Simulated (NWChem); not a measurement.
**C2H5F (SMILES CCF): levels of theory compared**

Wanted: a comparison of 3 runs (HF/aug-cc-pVDZ, MP2/aug-cc-pVDZ, CCSD/aug-cc-pVDZ) of C2H5F. 

The calculation is run with NWChem 7.3.0.

**1. The molecule**

The species is C2H5F (8 atoms), meant as a singlet with charge 0. As SMILES, `CCF`. The C1–H5 distance was set to 1.637 Å, away from the relaxed value. At this shape a bond of the SMILES string is far longer than usual.

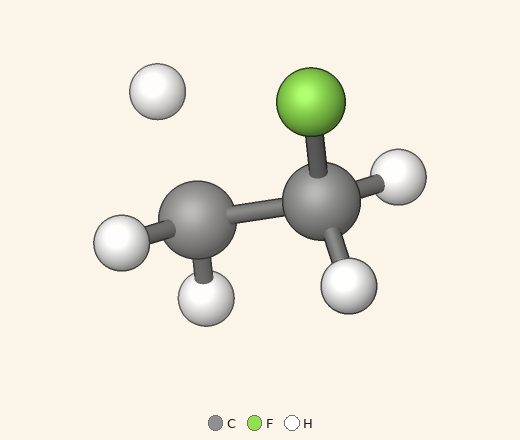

The structure, seen from a chosen angle (carbon grey, fluorine green, hydrogen white).

**2. A single-point energy at HF/aug-cc-pVDZ (run 1)**

Input file c2h5f.nw:

```
start c2h5f
memory 2200 mb
geometry units bohr noautosym nocenter noautoz
  C     -1.24123448     0.66351497     0.34632066
  C      0.28963265    -1.53990569     1.28192406
  F      2.71774175    -0.76001572     1.87907752
  H     -3.15401526     0.04085021    -0.12233142
  H      0.03514891     1.88689154    -2.19283820
  H     -1.37086969     2.13013141     1.79082731
  H      0.45139321    -3.01842741    -0.15483471
  H     -0.53183129    -2.36552704     2.99080340
end
basis spherical bse
  C library aug-cc-pVDZ
  F library aug-cc-pVDZ
  H library aug-cc-pVDZ
end
scf
  thresh 1e-08
  maxiter 80
  noprint "final vectors analysis"
end
task scf energy
```

On the command line:

```console
$ nwchem c2h5f.nw > c2h5f.out
```

The log of the run:

```text
[...]
  functions       =   114
[...]
  wavefunction    = RHF
[...]
         Total SCF energy =   -178.020651812111
      One-electron energy =   -398.739716227049
      Two-electron energy =    142.869596448119
 Nuclear repulsion energy =     77.849467966819
        Time for solution =     28.9s
[...]
```

Run time: 31 s. Hardware: 1 thread of Intel Xeon Platinum 8488C (Sapphire Rapids), shared host; peak memory 0.099 GiB.

**3. A single-point energy at MP2/aug-cc-pVDZ (run 2)**

Input file c2h5f.xyz:

```xyz
8

C     -0.656833     0.351117     0.183265
C      0.153267    -0.814883     0.678365
F      1.438167    -0.402183     0.994365
H     -1.669033     0.021617    -0.064735
H      0.018600     0.998500    -1.160400
H     -0.725433     1.127217     0.947665
H      0.238867    -1.597283    -0.081935
H     -0.281433    -1.251783     1.582665
```

Input file c2h5f.nw:

```
start c2h5f
memory 2200 mb
charge 0

geometry units angstrom noautosym nocenter noautoz
 load c2h5f.xyz
end

basis spherical bse
 C library aug-cc-pVDZ
 F library aug-cc-pVDZ
 H library aug-cc-pVDZ
end

scf
 thresh 1e-08
 maxiter 80
 print low
end

mp2
 freeze core 3
 tight
end

task mp2 energy
```

On the command line:

```console
$ nwchem c2h5f.nw > c2h5f.out
```

The log of the run:

```text
[...]
  functions       =   114
[...]
  wavefunction    = RHF
[...]
         Total SCF energy =   -178.020651839525
      One-electron energy =   -398.739727156367
      Two-electron energy =    142.869601749466
 Nuclear repulsion energy =     77.849473567376
        Time for solution =     28.9s
[...]
          Total MP2 energy          -178.533518292416
[...]
```

Run time: 35 s. Hardware: 1 thread of Intel Xeon Platinum 8488C (Sapphire Rapids), shared host; peak memory 0.34 GiB.

**4. The energy at CCSD/aug-cc-pVDZ (run 3)**

Edit c2h5f.xyz of step 3 so:

```diff
@@ -1,3 +1,3 @@
 8
-
+C2H5F
 C     -0.656833     0.351117     0.183265
```

Input file c2h5f.nw:

```
start c2h5f
title "C2H5F"
memory stack 880 mb heap 220 mb global 1100 mb

geometry units angstrom noautosym nocenter noautoz
   load c2h5f.xyz
end

basis spherical bse
   * library aug-cc-pVDZ
end

scf
   thresh 1e-08
   maxiter 80
end

ccsd
   freeze core 3
   maxiter 60
end

task ccsd energy
```

On the command line:

```console
$ nwchem c2h5f.nw > c2h5f.out
```

The log of the run:

```text
[...]
  functions       =   114
[...]
  wavefunction    = RHF
[...]
         Total SCF energy =   -178.020651839525
      One-electron energy =   -398.739727156367
      Two-electron energy =    142.869601749466
 Nuclear repulsion energy =     77.849473567376
        Time for solution =     28.4s
[...]
 Total MP2 energy:           -178.533518292415664
[...]
             energy      energy      error      ampl     ampl      Block
                                                time     time      time
[...]
 Total CCSD energy:           -178.571005076502331
[...]
```

Run time: 3.5 min. Hardware: 1 thread of Intel Xeon Platinum 8488C (Sapphire Rapids), shared host; peak memory 0.26 GiB.

**5. The series**

| run | level | module | frozen core orbitals | energy (Eh) | wall time |
| --- | --- | --- | --- | --- | --- |
| 1 | HF/aug-cc-pVDZ | scf | – | -178.020652 | 31 s |
| 2 | MP2/aug-cc-pVDZ | mp2 | 3 | -178.533518 | 35 s |
| 3 | CCSD/aug-cc-pVDZ | ccsd | 3 | -178.571005 | 3.5 min |

**6. What came out**

```
                                          quantity          value
                               run 3: total energy  -178.57101 Eh
        run 3: HOMO energy (Hartree–Fock orbitals)      -11.66 eV
        run 3: LUMO energy (Hartree–Fock orbitals)        0.91 eV
      run 3: HOMO–LUMO gap (Hartree–Fock orbitals)       12.57 eV
run 3: correlation energy (3 core orbitals frozen)     -550.4 mEh
```

Below the HF energy at the same shape and in the same basis (aug-cc-pVDZ): MP2 -512.9 mEh; CCSD -550.4 mEh. All runs together took 4.6 min, the longest 3.5 min.
